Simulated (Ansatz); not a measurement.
**C₂H₁₀GeSi: one species, many methods**

Aim: compute C₂H₁₀GeSi with functionals from several rungs and with coupled cluster, and see how far each lands from CCSD(T) at the basis-set limit for the atomisation energy.

Method: functionals in def2-TZVPP, the program's frozen cores in correlated methods; program: Ansatz 0.2.0, Gaussian basis.

The runs, in order: PBE-D4, r2SCAN-D4, PBE0-D4, B3LYP-D4, ωB97X-V, ωB97M-V, B2PLYP; CCSD(T)/def2-TZVPP; MP2/def2-QZVPP; extrapolation to the limit.

## (1) Structure used throughout

An earlier PBE0-D4 in a triple-zeta def2 set relaxation fixed the geometry.

SMILES `C[SiH2][GeH2][CH3]`, 14 atoms, charge 0, spin multiplicity 1.

Atoms are counted from 1 here; the program's logs count them from 0.

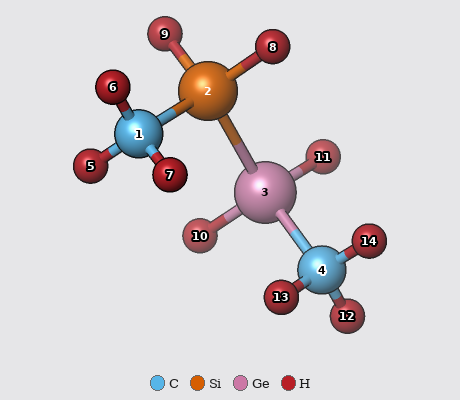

The structure; carbon blue, silicon orange, germanium pink, hydrogen red; atoms are numbered from 1 in the order of the file.

## (2) PBE-D4 (GGA)

in.yaml

```yaml
crystal:
  periodic: [false, false, false]
  atoms:
    - {symbol: C, position_ang: [-1.357613, 1.675932, 0.287373]}
    - {symbol: Si, position_ang: [-0.025510, 0.773873, 1.255745]}
    - {symbol: Ge, position_ang: [1.323812, -0.560717, -0.184038]}
    - {symbol: C, position_ang: [0.234023, -1.855997, -1.176866]}
    - {symbol: H, position_ang: [-0.912507, 2.336352, -0.460126]}
    - {symbol: H, position_ang: [-1.978969, 2.281686, 0.950650]}
    - {symbol: H, position_ang: [-2.006755, 0.966416, -0.230850]}
    - {symbol: H, position_ang: [-0.656650, -0.110415, 2.277622]}
    - {symbol: H, position_ang: [0.831703, 1.752857, 1.982169]}
    - {symbol: H, position_ang: [2.066353, 0.342772, -1.193243]}
    - {symbol: H, position_ang: [2.398645, -1.316243, 0.624945]}
    - {symbol: H, position_ang: [0.863393, -2.455031, -1.835836]}
    - {symbol: H, position_ang: [-0.510311, -1.337969, -1.783186]}
    - {symbol: H, position_ang: [-0.282614, -2.522715, -0.485357]}
basis:
  gaussian: {orbitals: def2-TZVPP}
hamiltonian: {xc: pbe, dispersion: d4}
output: {forces: true, orbitals: {seedname: orbitals}}
```

The run is started by

```bash
ansatz run in.yaml --threads 2 --pin off --events-out ev --progress --plain --max-ram 22528MiB --backend cuda --devices 0, --max-vram 18GiB
```

The runs that follow: r2SCAN-D4 (meta-GGA); PBE0-D4 (hybrid); B3LYP-D4 (hybrid); ωB97X-V (range-separated); ωB97M-V (range-separated); B2PLYP (double hybrid); CCSD(T) in def2-TZVPP; MP2 in def2-QZVPP.

Q: Predict the results of all the runs planned. Wanted: atomisation energy, CCSD(T)/CBS; farthest; mean size of error, hybrid; mean size of error, range-separated; gap, smallest and largest; T1 diagnostic; triples share of the correlation energy.

The runs gave:

```
                                quantity                                                   value
         atomisation energy, CCSD(T)/CBS                                         1118.9 kcal/mol
functionals within 11.2 kcal/mol (1.0 %)  PBE-D4, r2SCAN-D4, PBE0-D4, B3LYP-D4, ωB97X-V, ωB97M-V
                                farthest                                 B2PLYP (-16.1 kcal/mol)
              mean size of error, hybrid                                            5.3 kcal/mol
     mean size of error, range-separated                                            3.2 kcal/mol
               gap, smallest and largest                    6.07 eV (PBE-D4), 12.07 eV (ωB97X-V)
                           T1 diagnostic                                                  0.0107
 triples share of the correlation energy                                                   3.5 %
```

**Reading.** PBE-D4 is off by -2.5 kcal/mol. Double hybrids carry the basis error of their MP2 part in triple zeta, and no dispersion term here, so their miss is partly the set-up's. Misses under about 11.2 kcal/mol are within the doubt on the reference itself, which lacks core-valence correlation, relativity and higher excitations, and its outer-core shells are covered unevenly. Hartree-Fock recovers 76 % of the binding; the rest is correlation. Orbital gaps span 6.1 to 12.1 eV; exact exchange widens them. Correlated methods include outer-core shells of Ge, which these sets cover unevenly.
